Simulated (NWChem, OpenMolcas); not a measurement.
A ladder of methods for CsCl (SMILES [Cl][Cs])

CsCl: 2 atoms, total charge 0, spin state singlet. As SMILES, `[Cl][Cs]`. The bond length is the measured one.

```xyz
2

Cl    0.0000    0.0000    0.0000
Cs    0.0000    0.0000    2.9063
```

Each level gives the vertical ionisation energy (to the doublet cation) (eV). The values are calculated.

| level | kind | program | value (eV) | CPU time (all runs) |
| --- | --- | --- | --- | --- |
| HF/def2-TZVPP (core potential) | Hartree–Fock | NWChem | 7.31 | 14 s |
| SVWN5/def2-TZVPP (core potential) | LDA | NWChem | 8.98 | 19 s |
| BLYP/def2-TZVPP (core potential) | GGA | OpenMolcas | 8.48 | 21 s |
| PBE/def2-TZVPP (core potential) | GGA | NWChem | 8.65 | 38 s |
| M06-L/def2-TZVPP (core potential) | meta-GGA | NWChem | 8.62 | 57 s |
| BHLYP/def2-TZVPP (core potential) | global hybrid | NWChem | 8.38 | 25 s |
| CAM-B3LYP/def2-TZVPP (core potential) | range-separated hybrid | NWChem | 8.57 | 52 s |
| MP2/def2-TZVPP (core potential) | perturbation theory | NWChem | 8.46 | 20 s |
| CCSD/def2-TZVPP (core potential) | coupled cluster or CI | NWChem | 8.25 | 59 s |

Spin-orbit coupling, which can split open shells on such heavy atoms by tenths of an eV, is left out. The values span 7.31 to 8.98 eV. Times are those of the runs behind each value, whatever else they computed, on shared processors of several kinds: orders of magnitude only.

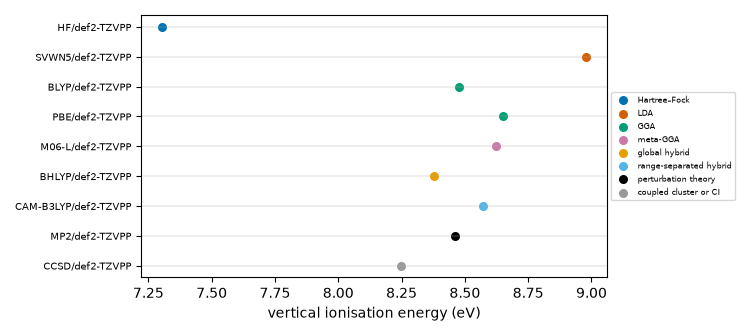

The values of the table, level by level.
